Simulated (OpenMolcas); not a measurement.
**How methods differ on SnHCl3O (SMILES [OH][Sn]([Cl])([Cl])[Cl])**

SnHCl3O: 6 atoms, total charge 0, spin state singlet. As SMILES, `[OH][Sn]([Cl])([Cl])[Cl]`. The shape is that of a PBE0-D4/def2-TZVP optimisation.

```xyz
6

O    -0.6743    0.4775    1.3636
Sn    0.2519   -0.2010   -0.1899
Cl    1.9312   -1.5297    0.5953
Cl   -1.1754   -1.4113   -1.5195
Cl    1.1050    1.5259   -1.4392
H    -1.3961    1.0745    1.1436
```

Each level gives the vertical ionisation energy (to the doublet cation) (eV). The values are calculated.

```csv
level,kind,program,value (eV)
HF/def2-SVP (core potential),Hartree–Fock,OpenMolcas,10.82
SVWN5/def2-SVP (core potential),LDA,OpenMolcas,10.77
BLYP/def2-SVP (core potential),GGA,OpenMolcas,10.38
revPBE/def2-SVP (core potential),GGA,OpenMolcas,10.60
M06-L/def2-SVP (core potential),meta-GGA,OpenMolcas,11.13
r2SCAN/def2-SVP (core potential),meta-GGA,OpenMolcas,11.08
B3LYP/def2-SVP (core potential),global hybrid,OpenMolcas,11.24
PBE0/def2-SVP (core potential),global hybrid,OpenMolcas,11.47
```

Spin-orbit coupling, which can split open shells on such heavy atoms by tenths of an eV, is left out. The values span 10.38 to 11.47 eV.

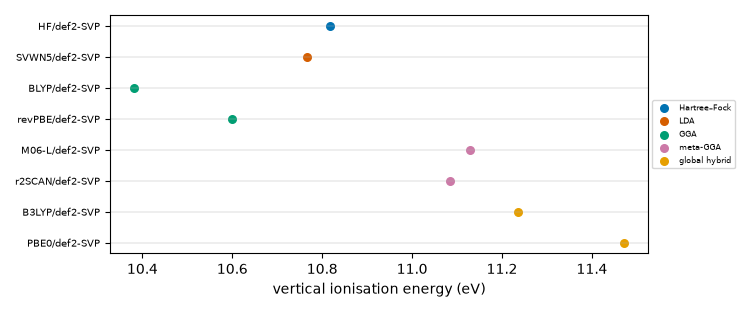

The values of the table, level by level.
